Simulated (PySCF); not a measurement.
System: C6H11ClOSi2.

Input file:

```
{"job": {"kind": "nmr", "xc": "PBE0", "basis": "pcSseg-1"}, "charge": 0, "multiplicity": 1}
C      3.483139     0.342094    -0.914500
C      2.669843     0.112266    -0.067499
C      1.666977    -0.161167     0.944362
C      0.928356    -1.465701     0.605347
C      0.079943    -1.236105    -0.650134
Si    -0.543646     0.551014    -0.453322
Cl    -0.344472     1.681327    -2.110761
O     -2.082701     0.652721     0.035059
Si    -3.707187     0.672179    -0.088264
C      0.631615     0.977674     0.977968
H      4.203415     0.542533    -1.650147
H      2.174109    -0.253798     1.912199
H      1.638139    -2.283050     0.463863
H      0.276506    -1.719286     1.444039
H     -0.705553    -1.985793    -0.724333
H      0.709172    -1.336156    -1.534457
H     -4.064955     1.494239    -1.240189
H     -4.130162     1.247607     1.184351
H     -4.122846    -0.718824    -0.260890
H      1.128390     1.942809     0.897854
H      0.102996     0.960359     1.931349
```

Command:

```sh
OMP_NUM_THREADS=1 python probes_run.py task.json out
```

Geometry: GFN2-xTB.

Theory: PBE0/pcSseg-1, SCF density, gas phase, non-relativistic (PySCF).

**What can the converged electron density and electron localisation function tell about the bonding?**

Si–O (1.62 Å): ρ is about 1.1 e/Å³ halfway; the ELF peaks at about 0.85 between the atoms; a short, strongly polar bond.
C–Si (1.90 Å): ρ is about 0.95 e/Å³ halfway; the ELF peaks at about 0.95 between the atoms, as expected for localised, covalent bonding.
C–H (1.05 Å): the density is about 2.1 e/Å³ at the midpoint; the ELF climbs to about 1 towards the hydrogen, as it does in any bond to H; an ordinary covalent bond to hydrogen.

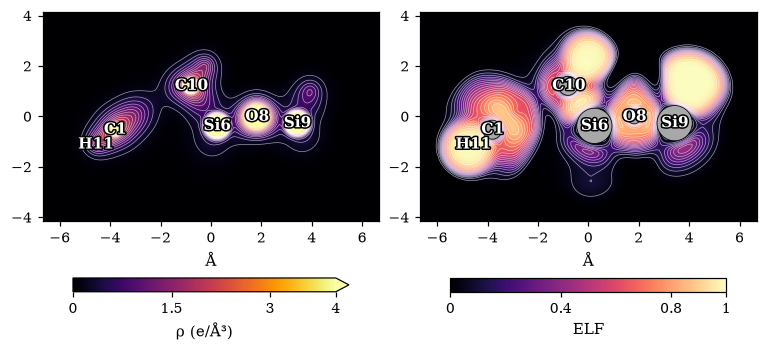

Computed electron density and electron localisation function on the plane of atoms O8, Si6 and C10, in this order. Grey discs cover the atomic cores in the ELF map. 
